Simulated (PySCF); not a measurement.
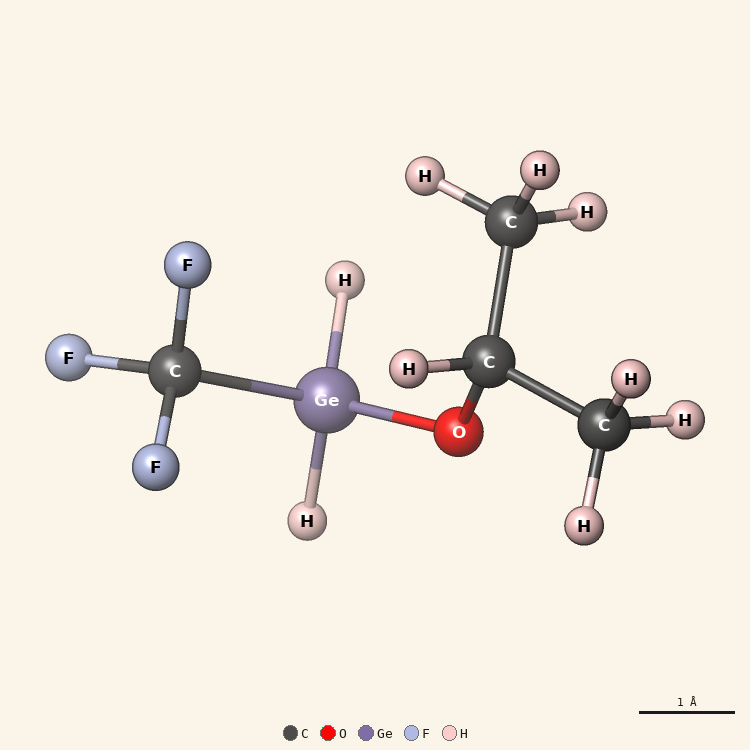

Depth is shown by fading: the farther an atom, the more it takes the colour of the background. Computed geometry: PBE0-D3(BJ)/def2-SVP optimisation. No frequency run is at hand to confirm it as a minimum. Masses are those of the most abundant isotopes; constants are for the rigid equilibrium geometry.

Q: What kind of rotor is it, and what are its rotational constants in cm⁻¹?

A: An asymmetric top (C1): A = 0.0587, B = 0.0255, C = 0.0224 cm⁻¹. Ray's parameter κ is −0.83, nearer the prolate limit.
